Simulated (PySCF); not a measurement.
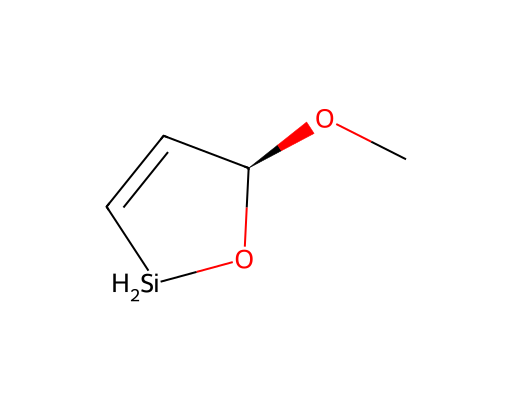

The computed structure is the end point of a GFN2-xTB optimisation. No frequency run is at hand to confirm it as a minimum. Method: ωB97X-D/def2-SVPD, gas phase (PySCF 2.14.0). Excitations: vertical, linear response.

### Give the dipole moment at this level.

0.69 D.

### Estimate the HOMO energy (Kohn–Sham orbital).

−9.79 eV.

### Estimate the lowest vertical singlet excitation.

6.82 eV.

### Estimate the LUMO energy (Kohn–Sham orbital).

1.37 eV.

The geometry is semi-empirical. Around Si such bond lengths and angles can be off by a tenth of an ångström or more and by several degrees, and values that hang on the shape move with them.
